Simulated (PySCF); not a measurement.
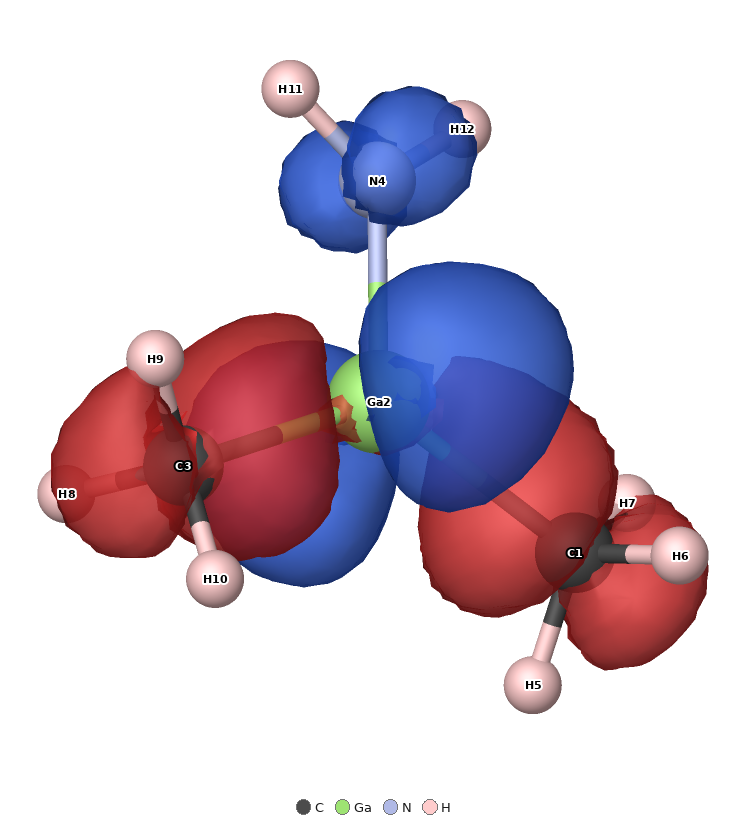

Figure. C₂H₈GaN, SMILES `C[Ga](C)N`. Unrelaxed difference density of S₁ less the ground state (TDA singlet states), ±0.03 e/Å³; blue: gain, red: loss.

Computed with PySCF, B3LYP/cc-pVDZ, geometry: GFN2-xTB. No frequency check shows the geometry to be a minimum. GFN2-xTB bond lengths at metals and heavier atoms can be off by up to 0.1 Å and shapes distorted, which carries into these values. Without diffuse functions Rydberg states are missing, so the states' numbers hold for this basis only.

**How does the charge move on excitation?**

0.80 e is displaced in all, of which about 0.5 e passes between atoms: C3 (0.23 e) and C1 (0.23 e) lose electrons and Ga2 (0.43 e) and N4 (0.10 e) gain them. The state: 5.95 eV (209 nm), f = 0.000 (very weak); the leading pair carries 100 %; hole on C1 and C3 (28 % each) and Ga2 (23 %), electron on Ga2 (66 %), N4 (12 %) and C1 and C3 (5 % each); their centroids lie 0.7 Å apart.
